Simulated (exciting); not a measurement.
CaSnF4, space group P4/mmm, F K edge of atom 3, with 2 Ca at 2.42 Å and 2 Sn at 2.52 Å (distorted tetrahedral, site symmetry 2mm); the tensor is averaged over the atoms equivalent by symmetry. Method: exciting, all-electron LAPW+lo, LDA, exchange and screened direct term (singlet BSE), 4×4×2 shifted k points, 37 conduction bands, |G+q| up to 3 bohr⁻¹, full RPA screening with nempty = 66, Lorentzian half width 0.45 eV.

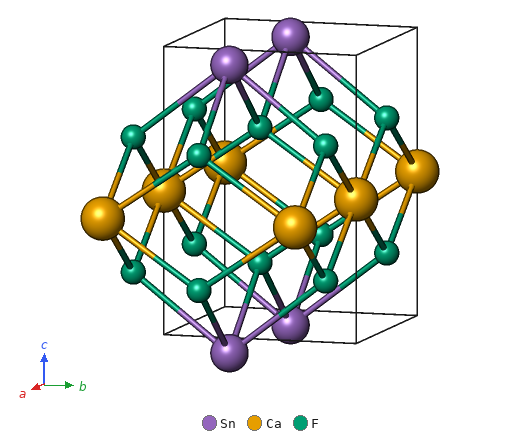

The structure (tin purple, calcium orange, fluorine teal). 2×1×1 cells are drawn. Some periodic images of atoms are drawn too.

```xyz
6
Lattice="4.0045 0.0000 0.0000 0.0000 4.0045 0.0000 0.0000 0.0000 5.7805" Properties=species:S:1:pos:R:3 pbc="T T T"
Sn    2.0023    2.0023    0.0000
Ca    0.0000    0.0000    2.8902
F     0.0000    2.0023    1.5361
F     0.0000    2.0023    4.2444
F     2.0023    0.0000    4.2444
F     2.0023    0.0000    1.5361
```

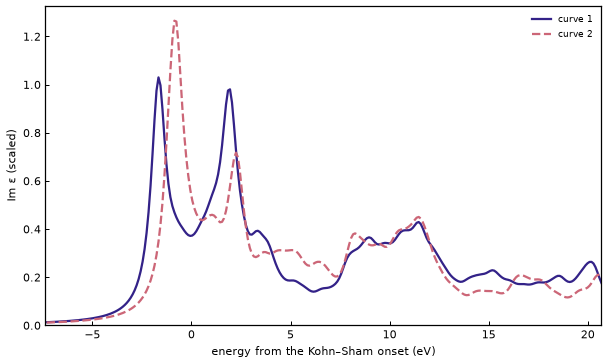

Energy from the Kohn–Sham onset, core level to the lowest empty state found on the meshes used; scaled to the maximum of the polarisation mean.

The curves are the diagonal elements of Im ε for ε ∥ c and ⊥ c. Which is which?

Curve 1: ε ∥ c, maxima -1.7 eV (1.03), 1.9 eV (0.98) and 11.5 eV (0.43); 5 lower ones aren't listed. Curve 2: ε ⊥ c, maxima -0.9 eV (1.27), 1.0 eV (0.46) and 2.2 eV (0.72); 5 lower ones aren't listed. A K edge probes the empty p states along ε, which follow the bonds' lengths and directions.

[Banner, clock and machine lines of the logs are left out without a mark of their own.]

[Logs are printed without paths, hosts, clocks, repeated set-up lines and the standing remarks that a program may print on its own settings, such as how far it seeks lower states.]

[Hosts, paths, dates, database ids (printed as entryN), source tags and the programs' standing remarks are cut or masked in the printed files.]
